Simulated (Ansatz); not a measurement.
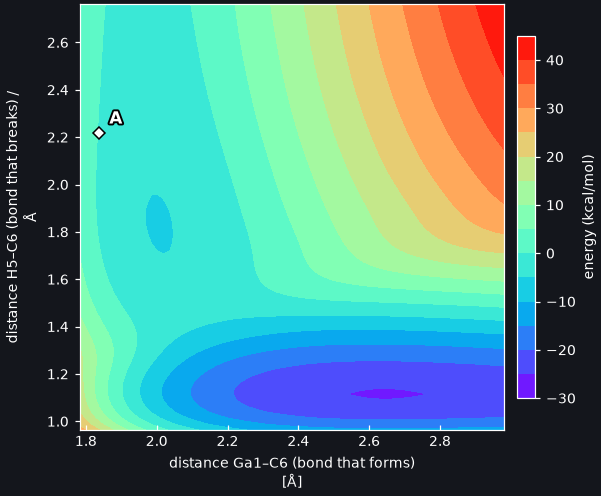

The reacting system CH₆FGa (fragments FGaH₂ + CH₄ where the first distance is long, CH₆FGa where the second is long). 
- Coordinates scanned: (1) distance Ga1–C6 (bond that forms); (2) distance H5–C6 (bond that breaks).
- Relaxed at each point: all other coordinates.
- The scan uses a 13 × 13 grid.
- Points are written as (first, second).
- Energies are in kcal/mol, from a guessed transition structure relaxed with its forming and breaking bonds held.
- The reference is spin-restricted, so regions where a bond is pulled apart into radicals lie too high.
- Level of theory: RKS SPW92 (LDA)/def2-SVP in Ansatz 0.2.0.

In the figure: filled contours, the point A. Between grid points the surface is interpolated.

Is A at rest? If not, where is it pushed?

A, at (1.836 Å, 2.219 Å), is not a stationary point. The computed force is 60 kcal/mol for each Å towards larger values of the first coordinate and 2 kcal/mol for each Å towards smaller values of the second coordinate.
